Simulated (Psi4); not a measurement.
# BH3SO (SMILES OBS) at BP86/cc-pVDZ (sweep point 1)

What is the vertical ionisation energy of BH3SO at BP86/cc-pVDZ (sweep point 1)? 

The results are computed with Psi4 1.11.

## 1. The system as given

BH3SO has 6 atoms, charge 0, and is taken as a singlet. SMILES: `OBS`. Geometry: relaxed at PBE0-D4/def2-TZVP. This is one conformer, not always the lowest.

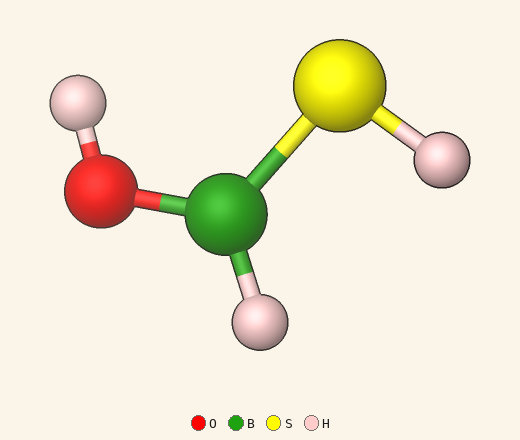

The structure, seen from a chosen angle (oxygen red, boron green, sulfur yellow, hydrogen pink).

## 2. A single-point energy at BP86/cc-pVDZ (sweep point 1)

File bh3os.py:

```python
import psi4

psi4.set_memory('1600 MB')
psi4.set_num_threads(1)
psi4.core.set_output_file('bh3os.out', False)

molecule = psi4.geometry("""
0 1
O     -2.08701353    -0.17083124    -1.89312763
B      0.10317905     0.32068652    -0.67671093
S      0.63664873    -0.74171750     2.53620143
H     -3.31287887    -1.10945821    -0.93617032
H      1.68998207     1.48078939    -1.77993304
H      2.97008255     0.22034207     2.74974048
units bohr
symmetry c1
""")

psi4.set_options({
    'reference': 'rks',
    'puream': True,
    'scf_type': 'pk',
    'dft_radial_points': 99,
    'dft_spherical_points': 590,
})

e, wfn = psi4.energy('bp86/cc-pVDZ', return_wfn=True)
print('E =', round(e, 9))
```

Launch:

```bash
$ python bh3os.py
```

bh3os.out:

```text
[...]
  Running in c1 symmetry.
[...]
  Nuclear repulsion =   88.768868558049263
[...]
  Multiplicity = 1
[...]
  Nalpha       = 16
  Nbeta        = 16
[...]
    Number of basis functions: 61
[...]
   @RKS iter   1:  -499.95577258427215   -1.24045e-01   1.14868e-02 DIIS/ADIIS
[...]
   @RKS iter   9:  -500.18568953747319   -4.40136e-08   5.84113e-07 DIIS
[...]
    Orbital Energies [Eh]
    ---------------------
    Doubly Occupied:
       1A    -88.121041     2A    -18.817430     3A     -7.687127
       4A     -6.566760     5A     -5.709552     6A     -5.704518
       7A     -5.701255     8A     -0.957664     9A     -0.678845
      10A     -0.526024    11A     -0.419593    12A     -0.373311
      13A     -0.333630    14A     -0.333453    15A     -0.272325
      16A     -0.240259
[...]
  @RKS Final Energy:  -500.18568953747319
   => Energetics <=
    Nuclear Repulsion Energy =             88.7688685580492631
    One-Electron Energy =                -864.8750114342698225
    Two-Electron Energy =                 315.4488396794782830
    DFT Exchange-Correlation Energy =     -39.5283863407308615
    Empirical Dispersion Energy =           0.0000000000000000
    VV10 Nonlocal Energy =                  0.0000000000000000
    Total Energy =                       -500.1856895374731948
[...]
 Multipole Moments:
 ------------------------------------------------------------------------------------
     Multipole            Electronic (a.u.)      Nuclear  (a.u.)        Total (a.u.)
 ------------------------------------------------------------------------------------
 L = 1.  Multiply by 2.5417464519 to convert [e a0] to [Debye]
 Dipole X            :         -0.9084384            0.7897433           -0.1186951
 Dipole Y            :         -0.6143219            0.4809352           -0.1333868
 Dipole Z            :          0.5087845           -0.3111451            0.1976394
 Magnitude           :                                                    0.2663492
[...]
```

On the terminal:

```text
E = -500.185689537
```

It took 15 s on 1 thread of AMD EPYC 7R43 (Zen 3), shared host; peak memory 0.88 GiB.

## 3. The doublet cation

File job.py:

```python
import psi4

psi4.set_memory('1600 MB')
psi4.set_num_threads(1)
psi4.set_output_file('bh3os.out', False)

molecule = psi4.geometry("""
1 2
O     -2.08701353    -0.17083124    -1.89312763
B      0.10317905     0.32068652    -0.67671093
S      0.63664873    -0.74171750     2.53620143
H     -3.31287887    -1.10945821    -0.93617032
H      1.68998207     1.48078939    -1.77993304
H      2.97008255     0.22034207     2.74974048
units bohr
symmetry c1
""")

options = {'basis': 'cc-pVDZ', 'reference': 'uks', 'puream': True, 'scf_type': 'pk', 'dft_radial_points': 99, 'dft_spherical_points': 590, 'maxiter': 150}
psi4.set_options(options)

E = psi4.energy('BP86')
print(f'total energy {E:.8f} hartree = {E * 27.211386:.5f} eV')
for k, v in sorted(psi4.core.scalar_variables().items()):
    print(f'{k:45s} {v:18.10f}')
```

Launch:

```bash
$ python job.py
```

bh3os.out:

```text
[...]
  Running in c1 symmetry.
[...]
  Nuclear repulsion =   88.768868558049263
[...]
  Multiplicity = 2
[...]
  Nalpha       = 16
  Nbeta        = 15
[...]
    Number of basis functions: 61
[...]
   @UKS iter   1:  -499.61020960687273    2.21518e-01   1.06466e-02 DIIS/ADIIS
[...]
   @UKS iter  12:  -499.80957301027399   -1.23476e-08   4.27788e-07 DIIS
[...]
   @S^2 Observed:                7.543099755E-01
[...]
    Orbital Energies [Eh]
    ---------------------
    Alpha Occupied:
       1A    -88.460341     2A    -19.084707     3A     -8.024359
       4A     -6.819848     5A     -6.050103     6A     -6.042396
       7A     -6.037379     8A     -1.215636     9A     -0.997283
      10A     -0.771619    11A     -0.702354    12A     -0.637526
      13A     -0.604504    14A     -0.592747    15A     -0.560822
      16A     -0.528421
    Alpha Virtual:
      17A     -0.281488    18A     -0.264171    19A     -0.173689
      20A     -0.163070    21A     -0.084742    22A     -0.024367
      23A      0.016017    24A      0.052722    25A      0.058929
[...]
  @UKS Final Energy:  -499.80957301027399
   => Energetics <=
    Nuclear Repulsion Energy =             88.7688685580492631
    One-Electron Energy =                -855.6516080843259715
    Two-Electron Energy =                 306.2773082197891199
    DFT Exchange-Correlation Energy =     -39.2041417037863837
    Empirical Dispersion Energy =           0.0000000000000000
    VV10 Nonlocal Energy =                  0.0000000000000000
    Total Energy =                       -499.8095730102739935
[...]
 Multipole Moments:
 ------------------------------------------------------------------------------------
     Multipole            Electronic (a.u.)      Nuclear  (a.u.)        Total (a.u.)
 ------------------------------------------------------------------------------------
 L = 1.  Multiply by 2.5417464519 to convert [e a0] to [Debye]
 Dipole X            :         -0.4704787            0.7897433            0.3192646
 Dipole Y            :         -0.6320510            0.4809352           -0.1511158
 Dipole Z            :          1.0383665           -0.3111451            0.7272214
 Magnitude           :                                                    0.8084657
[...]
```

The script printed:

```text
total energy -499.80957301 hartree = -13600.51122 eV
CURRENT ENERGY                                   -499.8095730103
CURRENT REFERENCE ENERGY                         -499.8095730103
DD SOLVATION ENERGY                                 0.0000000000
DFT FUNCTIONAL TOTAL ENERGY                      -499.8095730103
DFT TOTAL ENERGY                                 -499.8095730103
DFT VV10 ENERGY                                     0.0000000000
DFT XC ENERGY                                     -39.2041417038
GRID ELECTRONS ALPHA                               16.0000000003
GRID ELECTRONS BETA                                15.0000000022
GRID ELECTRONS TOTAL                               31.0000000025
NUCLEAR REPULSION ENERGY                           88.7688685580
ONE-ELECTRON ENERGY                              -855.6516080843
PCM POLARIZATION ENERGY                             0.0000000000
PE ENERGY                                           0.0000000000
SCF ITERATION ENERGY                             -499.8095730103
SCF ITERATIONS                                     12.0000000000
SCF TOTAL ENERGY                                 -499.8095730103
TWO-ELECTRON ENERGY                               306.2773082198
XC GRID RADIAL POINTS                              99.0000000000
XC GRID SPHERICAL POINTS                          590.0000000000
XC GRID TOTAL POINTS                           333136.0000000000
```

It took 24 s on 1 thread of AMD EPYC 7R43 (Zen 3), shared host; peak memory 0.88 GiB.

## 4. What came out

At BP86/cc-pVDZ (sweep point 1):

| quantity | value |
| --- | --- |
| singlet BH3SO: total energy | -500.18569 Eh |
| singlet BH3SO: dipole moment | 0.68 D |
| singlet BH3SO: HOMO energy | -6.54 eV |
| singlet BH3SO: LUMO energy | -0.75 eV |
| singlet BH3SO: HOMO–LUMO gap | 5.79 eV |
| doublet cation: total energy | -499.80957 Eh |
| doublet cation: HOMO energy (highest over α and β) | -14.26 eV |
| doublet cation: LUMO energy (lowest over α and β) | -13.85 eV |
| doublet cation: ⟨S²⟩ | 0.754 |
| vertical ionisation energy (to the doublet cation) | 10.235 eV |

In words: Removing an electron at fixed nuclei costs 10.23 eV (987 kJ/mol). −ε(HOMO) before ionisation, 6.54 eV, is 3.70 eV below this ionisation energy.
